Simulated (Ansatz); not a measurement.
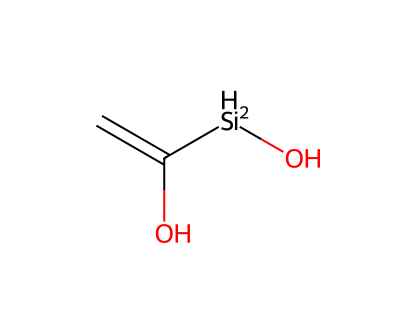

2D structure.

Give its SMILES.

Answer. C=C(O)[SiH2]O

Give the formula, hydrogens included.

Answer. C2H6O2Si.

An optimisation with PBE0-D4/def2-TZVP gave a structure of which point group?

Answer. C1. Other conformers may differ.

The parts below concern this one geometry. Atoms keep their numbers from picture to picture. The geometry was computed by an optimisation with PBE0-D4/def2-TZVP.

### Levels of theory compared

Program: Ansatz 0.2.0.

Tabulate dipole (D), HOMO–LUMO gap (eV), HOMO energy (eV) at these levels: B3LYP-D4/def2-TZVPP; PBE-D4/def2-TZVPP; r2SCAN-D4/def2-TZVPP; ωB97M-V/def2-TZVPP.

| level | dipole (D) | HOMO–LUMO gap (eV) | HOMO energy (eV) |
| --- | --- | --- | --- |
| B3LYP-D4/def2-TZVPP | 2.03 | 6.41 | −6.84 |
| PBE-D4/def2-TZVPP | 2.03 | 4.71 | −5.85 |
| r2SCAN-D4/def2-TZVPP | 2.05 | 5.18 | −6.08 |
| ωB97M-V/def2-TZVPP | 2.02 | 11.01 | −9.32 |

### Charges

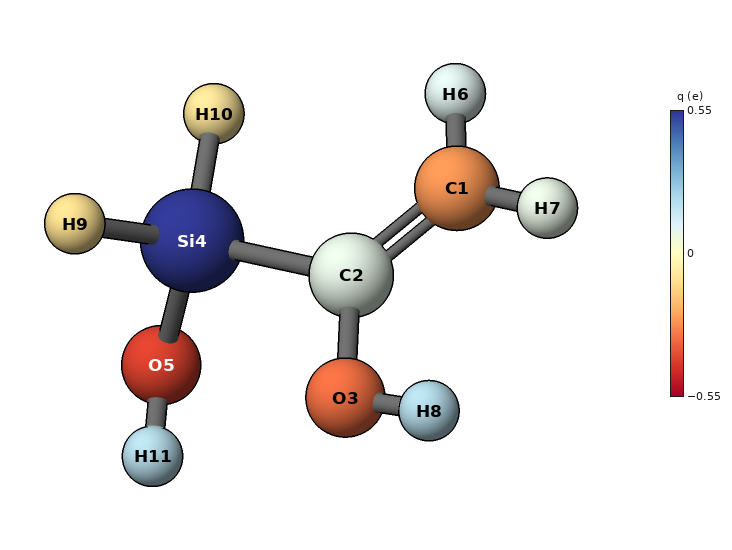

Atoms are coloured by their Mulliken charges. Method: RKS B3LYP-D4/def2-TZVPP (Ansatz 0.2.0).

Which atom carries the highest charge (most positive or least negative)?

Answer. Si4 (0.54 e).

And the lowest?

Answer. O5 (−0.40 e).

Give the Mulliken charges atom by atom.

```csv
atom,value (e)
C1,−0.26
C2,0.08
O3,−0.32
Si4,0.54
O5,−0.40
H6,0.10
H7,0.07
H8,0.19
H9,−0.10
H10,−0.09
H11,0.19
```

### Vibrations

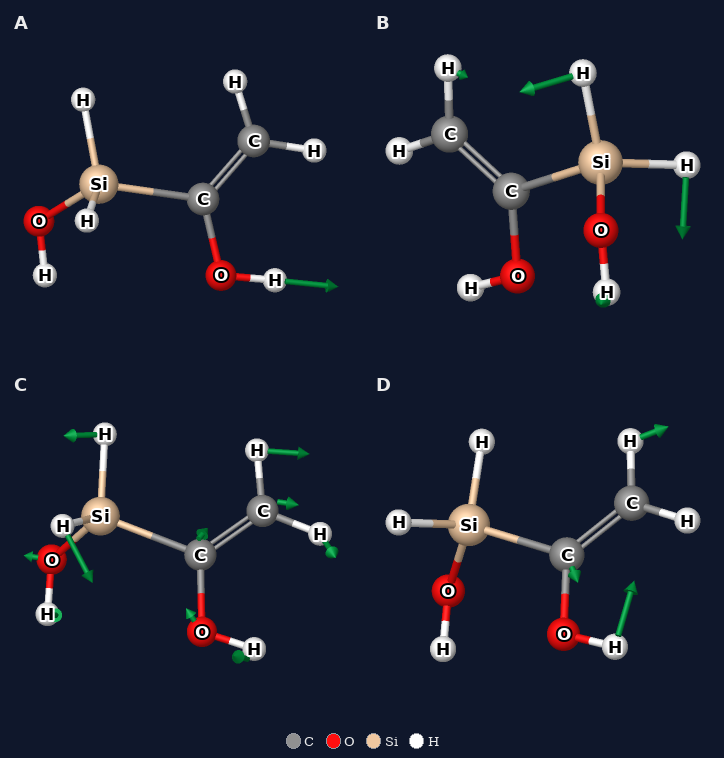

4 normal modes of one molecule or complex, as arrows. Harmonic vibrations computed with RKS PBE0-D4/def2-TZVP (Ansatz 0.2.0) at a stationary point of the same level.

Match the panels to the wavenumbers 249 cm⁻¹, 955 cm⁻¹, 1353 cm⁻¹, 3798 cm⁻¹.

Answer. A: 3798 cm⁻¹, O–H stretching
B: 955 cm⁻¹, H–Si–H bending
C: 249 cm⁻¹
D: 1353 cm⁻¹

Mulliken values depend strongly on the basis set and can even reverse the polarity of a bond.
